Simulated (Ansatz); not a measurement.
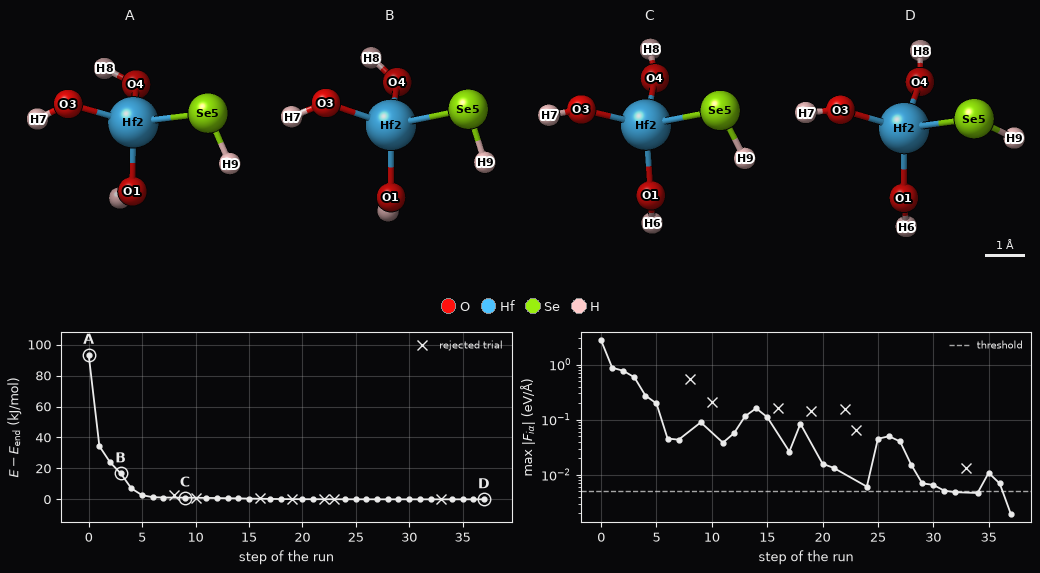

Frames of a relaxation of HfH4SeO3, marked on the history of the run. The picture is a ball-and-stick view, seen at a tilt.

The start comes from GFN2-xTB.

These are results of RKS PBE0-D4/def2-TZVP (Ansatz), not measurements. Set-up: force threshold 0.005 eV/Å; at most 150 steps.

### Describe the path.

Over 30 accepted moves (37 points after the start) the energy falls by 93.4 kJ/mol. Largest force component: 2.7 eV/Å at the start, 0.002 eV/Å at the end. The line search rejected the trial steps at points 8, 10, 16, 19, 22, 23, 33 of the run. The forces were under the threshold at step 32, but the run went on from there. H8 moves most after the best rigid fit: 1.06 Å. Largest moves by element: H 1.06 Å, Se 0.44 Å, O 0.38 Å, Hf 0.32 Å. Among the contacts that change: Hf2–Se5 2.458 → 2.617 Å, Hf2–O4 1.863 → 1.919 Å, Hf2–O3 1.863 → 1.915 Å, Se5–H9 1.436 → 1.472 Å. Among the angles between lasting bonds that change: Hf2–O1–H6 116.4° → 161.1°, Hf2–O4–H8 117.0° → 158.5°, Hf2–O3–H7 120.0° → 159.7°. Groups turn about Hf2–Se5 by about 45°. The run took 3.2 min on 4 threads of Arm Neoverse V2 (shared host). From step 0 to 3: H6 moves most (0.40 Å), energy −76.6 kJ/mol. From step 3 to 9: H8 moves most (0.60 Å), energy −15.7 kJ/mol. From step 9 to 37: H9 moves most (0.68 Å), energy −1.08 kJ/mol.

| step | E − E(0), kJ/mol | largest force component, eV/Å | note |
| --- | --- | --- | --- |
| 0 | 0.00 | 2.7403 |  |
| 1 | -59.01 | 0.8759 |  |
| 2 | -69.42 | 0.7710 |  |
| 3 | -76.65 | 0.5879 |  |
| 4 | -86.35 | 0.2742 |  |
| 5 | -90.71 | 0.1968 |  |
| 6 | -91.98 | 0.0456 |  |
| 7 | -92.21 | 0.0434 |  |
| 8 | -90.41 | 0.5387 | rejected |
| 9 | -92.31 | 0.0896 |  |
| 10 | -92.22 | 0.2099 | rejected |
| 11 | -92.45 | 0.0383 |  |
| 13 | -92.67 | 0.1155 |  |
| 14 | -92.75 | 0.1610 |  |
| 16 | -92.73 | 0.1651 | rejected |
| 17 | -93.10 | 0.0264 |  |
| 19 | -93.16 | 0.1427 | rejected |
| 20 | -93.29 | 0.0159 |  |
| 21 | -93.31 | 0.0134 |  |
| 23 | -93.30 | 0.0664 | rejected |
| 24 | -93.33 | 0.0061 |  |
| 26 | -93.36 | 0.0501 |  |
| 27 | -93.37 | 0.0403 |  |
| 28 | -93.38 | 0.0154 |  |
| 30 | -93.38 | 0.0066 |  |
| 31 | -93.38 | 0.0052 |  |
| 33 | -93.38 | 0.0130 | rejected |
| 34 | -93.39 | 0.0047 |  |
| 36 | -93.39 | 0.0070 |  |
| 37 | -93.39 | 0.0020 |  |
